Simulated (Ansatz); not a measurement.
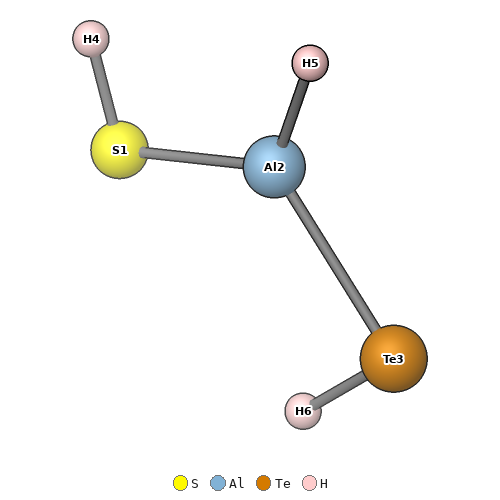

The system is AlH₃STe (SMILES [SH][AlH][TeH]) with the probe H2O; the picture shows it without the atoms that are moved over the map. The probe is moved over a plane parallel to the molecule's main plane, 2.10 Å above it. Coordinates scanned: (1) x of the probe's H atom; (2) y of the probe's H atom. Nothing is relaxed (molecule and probe rigid, the probe upright with H nearest the plane). The scan uses a 13 × 13 grid. All energies are given in cm⁻¹ relative to molecule and probe far apart, each relaxed in its own basis (no counterpoise correction). These are results of RKS PBE0-D4/def2-SVPD (Ansatz), not measurements.

Range: x of the probe's H atom from −3.90 to 3.90 Å; y of the probe's H atom from −3.90 to 3.90 Å.

**What landscape does the calculation give?**

The lowest grid point is at x of the probe's H atom = −2.60 Å, y of the probe's H atom = −1.30 Å, −893 cm⁻¹ from molecule and probe far apart, each relaxed in its own basis (no counterpoise correction). A higher local minimum lies near x of the probe's H atom = 0.00 Å, y of the probe's H atom = 3.25 Å (256 cm⁻¹ above the lowest at that grid point). The highest grid point, x of the probe's H atom = 0.00 Å, y of the probe's H atom = 0.65 Å, lies 2892 cm⁻¹ above the lowest. Near the minimum the curvatures are about 0.025 and 0.1 eV/Å² along the soft and the stiff direction.

| y of the probe's H atom ↓, x of the probe's H atom → | −3.90 | −3.25 | −2.60 | −1.95 | −1.30 | −0.65 | 0.00 | 0.65 | 1.30 | 1.95 | 2.60 | 3.25 | 3.90 |
| --- | --- | --- | --- | --- | --- | --- | --- | --- | --- | --- | --- | --- | --- |
| 3.90 | 10 | −34 | −109 | −218 | −340 | −438 | −469 | −420 | −316 | −205 | −122 | −69 | −38 |
| 3.25 | 24 | −25 | −118 | −262 | −434 | −582 | −637 | −571 | −430 | −281 | −168 | −97 | −56 |
| 2.60 | 41 | 7 | −67 | −182 | −324 | −467 | −526 | −477 | −384 | −282 | −193 | −128 | −83 |
| 1.95 | 43 | 55 | 50 | 55 | 136 | 281 | 330 | 166 | −45 | −142 | −157 | −150 | −128 |
| 1.30 | −9 | 46 | 96 | 222 | 641 | 1402 | 1726 | 1135 | 447 | 141 | −8 | −140 | −191 |
| 0.65 | −171 | −118 | −37 | 86 | 510 | 1480 | 2000 | 1364 | 759 | 662 | 374 | −66 | −265 |
| 0.00 | −421 | −405 | −302 | −260 | −176 | 358 | 819 | 741 | 970 | 1435 | 960 | 74 | −313 |
| −0.65 | −644 | −713 | −663 | −645 | −708 | −560 | −262 | 111 | 905 | 1598 | 1097 | 135 | −302 |
| −1.30 | −719 | −857 | −893 | −867 | −859 | −805 | −633 | −277 | 351 | 830 | 592 | 35 | −249 |
| −1.95 | −633 | −757 | −807 | −779 | −726 | −676 | −589 | −398 | −97 | 126 | 85 | −95 | −190 |
| −2.60 | −470 | −546 | −567 | −532 | −479 | −444 | −402 | −310 | −189 | −113 | −111 | −134 | −131 |
| −3.25 | −302 | −345 | −350 | −321 | −280 | −249 | −220 | −180 | −141 | −120 | −111 | −98 | −76 |
| −3.90 | −170 | −188 | −187 | −168 | −140 | −115 | −97 | −84 | −75 | −70 | −62 | −50 | −35 |

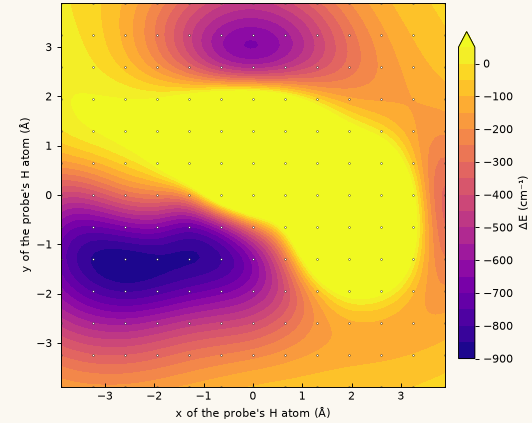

The picture shows filled contours, dots at the grid points, one colour for all values above the top of the scale. Between grid points the surface is interpolated.

The whole map (169 points run) took 54 min on 1 thread of Arm Neoverse N1 (shared host).
